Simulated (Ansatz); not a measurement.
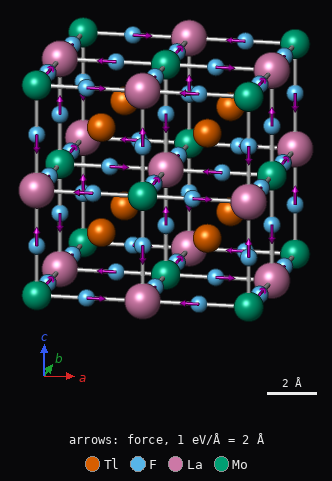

Starting geometry of crystalline LaTl2MoF6 (a generated structure, set up in Fm-3m) with the computed forces as purple arrows. Style: ball-and-stick. Shown: the conventional cell (4 times the calculation's cell), slightly off an axis. Lengths and directions refer to the drawn axes.

The start is a swapped structure.

These are results of Ansatz 0.2.0, DFT, PAW plane waves, r2SCAN, not measurements.

The input:
```yaml
crystal:
  lattice:
    - [0.0, 4.4504212, 4.4504212]
    - [4.4504212, 0.0, 4.4504212]
    - [4.4504212, 4.4504212, 0.0]
  atoms:
    - { symbol: Tl, position: [0.25, 0.25, 0.25] }
    - { symbol: Tl, position: [0.75, 0.75, 0.75] }
    - { symbol: F, position: [0.765, 0.235, 0.235] }
    - { symbol: F, position: [0.235, 0.765, 0.235] }
    - { symbol: F, position: [0.235, 0.765, 0.765] }
    - { symbol: F, position: [0.765, 0.235, 0.765] }
    - { symbol: F, position: [0.235, 0.235, 0.765] }
    - { symbol: F, position: [0.765, 0.765, 0.235] }
    - { symbol: La, position: [0.5, 0.5, 0.5] }
    - { symbol: Mo, position: [0.0, 0.0, 0.0] }
  symmetry: { tolerance: 0.0003 }
kpoints:
  mp_grid: { grid: [7, 7, 7], shift: [0, 0, 0] }
magnetization:
  spin_polarized: false
scf:
  occupations: { method: fermi_dirac }
  lower_state_search: "off"
hamiltonian:
  pseudopotentials: { kind: paw }
  xc: r2scan
basis:
  ecutwfc: 500
  fft_grid_basis: typed
relax:
  max_steps: 60
  cell: { p_target: 5.0 }
  f_tol: 0.03
output:
  forces: true
  stress: true
  eigenvalues: true
  bader: true
  populations: true
  elf: true
  write_potential: true
  volumetric_format: npy
  dos:
    e_range: [-12, 8]
    de: 0.05
    projected: { site_lists: { F: [F], La: [La], Mo: [Mo], Tl: [Tl] } }
checkpoint:
  read: saved_state
```

Command:
```bash
ansatz run input.yaml --threads 2 --pin off --max-ram 3584MiB --backend cpu --events-out ev --progress --plain --runs-dir out
```

> Is this structure relaxed? If not, where do the atoms go?

It isn't relaxed: the largest force vector, on F atoms, is 0.42 eV/Å. The atoms end up moving mostly along the starting forces (cosine between the two patterns 1.00). The largest moves relative to the cell, 0.033 Å, are those of F3, F4, F5, F6, F7 and F8. F3 goes along +a. Tl and Mo and La stay in place. Cell: a = b = c 8.901 → 8.842 Å (−0.7 %). Volume −2.0 %. Near-neighbour distances that change, for instance: F3–La9 2.359 → 2.310 Å, F3–Mo10 2.092 → 2.111 Å. The space group stays Fm-3m (No. 225). After 3 accepted moves (4 points after the start) the energy has risen by 4.1 meV per atom. With the target pressure of 5 GPa, the enthalpy E + pV changes by −6.7 meV per atom. The largest force component goes from 0.42 to 0.021 eV/Å. Pressure: 3.07 GPa at the start and 5.04 GPa at the end. At 1 point the geometry stayed and the basis and grid were re-selected for the new cell (energy shift of 0.2 meV per atom at most each time). Cost: 98 s on 2 threads of Arm Neoverse V2 (shared host), peak memory 1.2 GiB.

Limits of the set-up: an odd number of electrons was run without spin polarisation, which fails if the electron would localise.
